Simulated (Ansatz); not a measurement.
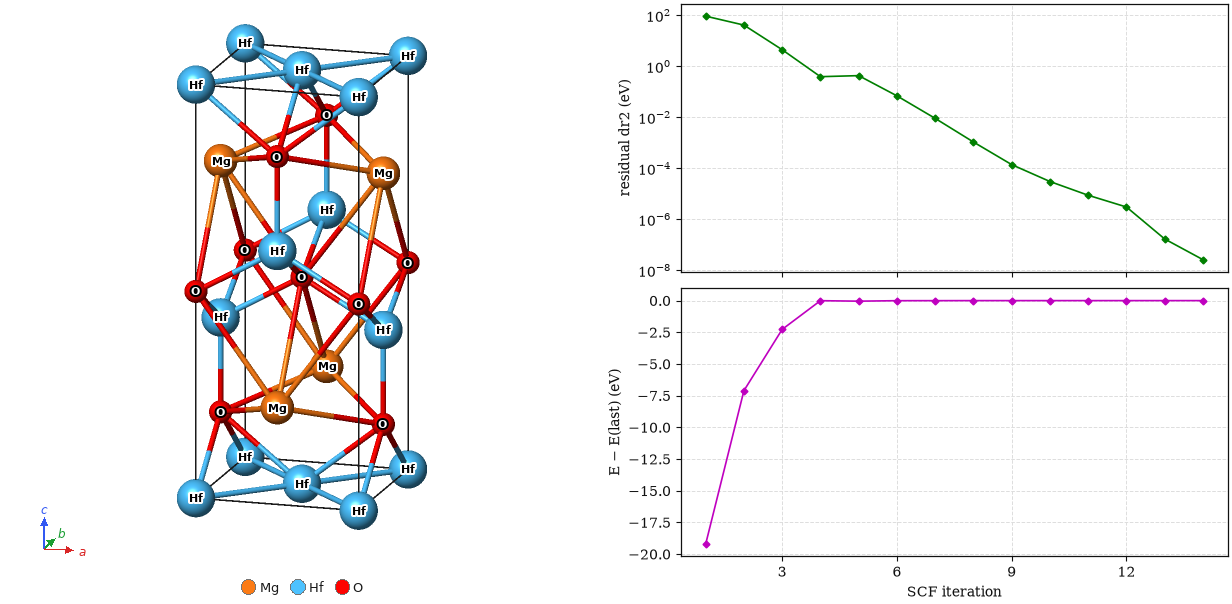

Beside the plot: the structure in its conventional cell.

The plot shows the SCF iterations of a calculation: density residual dr2, Harris–Foulkes energy less its last value. The starting density is a sum of atomic densities corrected by a trained network.

Hf₂MgO₂ (10 atoms in the cell, total charge +4), run with Ansatz.

```
crystal:
  lattice:
    - [3.9070733244, 0.0, 0.0]
    - [0.0, 3.9070733244, 0.0]
    - [0.0, 0.0, 9.8207754354]
  atoms:
    - { symbol: Mg, position: [0.5, 0.0, 0.2340233325] }
    - { symbol: Mg, position: [0.0, 0.5, 0.7659766675] }
    - { symbol: Hf, position: [0.0, 0.0, 0.0] }
    - { symbol: Hf, position: [0.5, 0.5, 0.0] }
    - { symbol: Hf, position: [0.5, 0.0, 0.6128078495] }
    - { symbol: Hf, position: [0.0, 0.5, 0.3871921505] }
    - { symbol: O, position: [0.0, 0.0, 0.5] }
    - { symbol: O, position: [0.5, 0.5, 0.5] }
    - { symbol: O, position: [0.5, 0.0, 0.8412062446] }
    - { symbol: O, position: [0.0, 0.5, 0.1587937554] }
basis:
  ecutwfc: 420
kpoints:
  mp_grid: { grid: [10, 10, 4] }
hamiltonian:
  xc: pbe
scf:
  occupations: { method: gaussian, width: 0.1 }
  max_iter: 75
output:
  forces: true
  eigenvalues: true
  stress: true
total_charge: 4
```

Run as:
```bash
ansatz run input.yaml --threads 1 --pin off --max-ram 2560MiB --backend cpu --events-out ev --progress --plain --runs-dir out
```

Question: Was self-consistency reached?

Answer: It converged, after 14 iterations. The residual falls almost steadily, with no more than small rises or pauses.

Question: Is anything amiss with this input?

Answer: The input holds a fault (a charge that the system can't hold). The SCF closed all the same, which doesn't make the results meaningful for the real system.
